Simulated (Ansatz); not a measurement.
The figure comes from a scan of Al2Au (fluorite type, space group Fm-3m): a phonon pattern at L = (0.5, 0.0, 0.0) is frozen into a 6-atom cell, Q being the largest atomic displacement. Calculation: LDA (plane waves to 420 eV, PAW, scalar-relativistic; Ansatz, a first-principles code). k mesh 7×14×14 (Γ-centred), Fermi-Dirac smearing 0.05 eV. The energy includes the smearing's −TS. With partly filled bands, energies and forces of such displacements shift with the k mesh and the smearing. Al2Au was relaxed with its symmetry unable to fall. Spin-orbit coupling is left out, though Au is heavy. The zero of ΔE is the undisplaced structure.

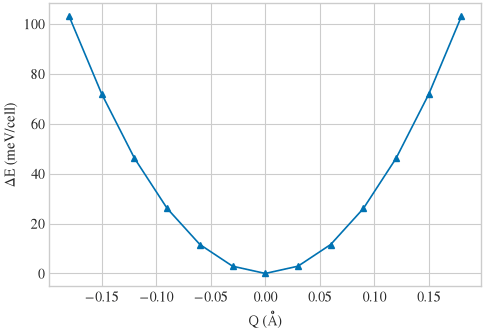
ΔE (meV/cell) against Q (Å); computed points joined by lines.

Read the plotted values off the figure, to the accuracy that the plot allows.

To the nearest 2:

```
Q (Å)   ΔE (meV/cell)
------  -------------
-0.180            104
-0.150             72
-0.120             46
-0.090             26
-0.060             12
-0.030              2
0.000               0
0.030               2
0.060              12
0.090              26
0.120              46
0.150              72
0.180             104
```

(For displaced atoms, the force is minus the slope of the energy, and its curvature is a force constant, which sets phonon frequencies.)
